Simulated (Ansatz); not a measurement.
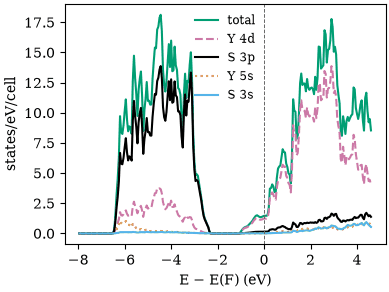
Fig. 1. Total and projected density of states of Y₅S₇ in space group C2/m (No. 12; Pearson symbol mS24), the program Ansatz at the r²SCAN level (PAW)

Q: Which orbitals carry the states next to the Fermi level?

A: Within 0.5 eV of the Fermi level: Y 4d 84 %, S 3p 9 %, outside the projected shells 5 %. Projections are on Löwdin-orthogonalised atomic valence shells; empty p or d shells of many metals are not among them.

Q: Where is the tallest occupied peak in this window, and what makes it?

A: Near -4.4 eV, about 18 states/eV per cell; the largest projected share is S 3p.

The first step of the workflow began from a Materials Project structure, measured or hypothetical; the Crystallography Open Database copy checked does not list it. Its standing as an ambient phase is unchecked. The r²SCAN relaxation kept the symmetry of its start; whether a distortion lowers the energy is not shown. No spin polarisation was allowed. With an odd number of electrons in the cell and no spin polarisation, the count alone makes it a metal. Spin–orbit coupling is left out wherever it is not named.

Potentials: the earlier of the program's two PAW sets.
